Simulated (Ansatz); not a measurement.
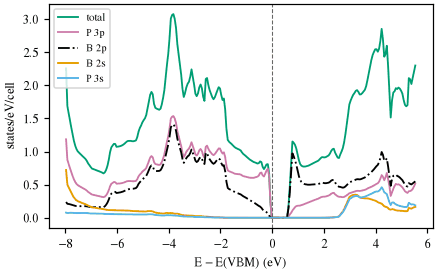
*Total and projected density of states of BP in space group P6_3/mmc (No. 194; B on 2c, P on 2d), PBE+D3(BJ) in the plane-wave PAW code Ansatz*

**Question.** Which orbitals carry the states next to the gap?

**Answer.** Top 1 eV of the valence band: P 3p 78 %, B 2p 21 %. Bottom 1 eV of the conduction band: B 2p 72 %, P 3p 21 %, outside the projected shells 7 %. Projections are on Löwdin-orthogonalised atomic valence shells; empty p or d shells of many metals are not among them.

**Question.** Where is the tallest occupied peak in this window, and what makes it?

**Answer.** Near -3.8 eV, about 3.1 states/eV per cell; the largest projected share is P 3p.

The start of the workflow was typed in or built on a structure type; neither database checked (COD, Materials Project) lists it. It is not the phase usual at ambient conditions (space group No. 216). The cell was relaxed with PBE+D3(BJ) under the symmetry of its start; whether a distortion lowers the energy is not shown.

Potentials: the earlier of the program's two PAW sets.
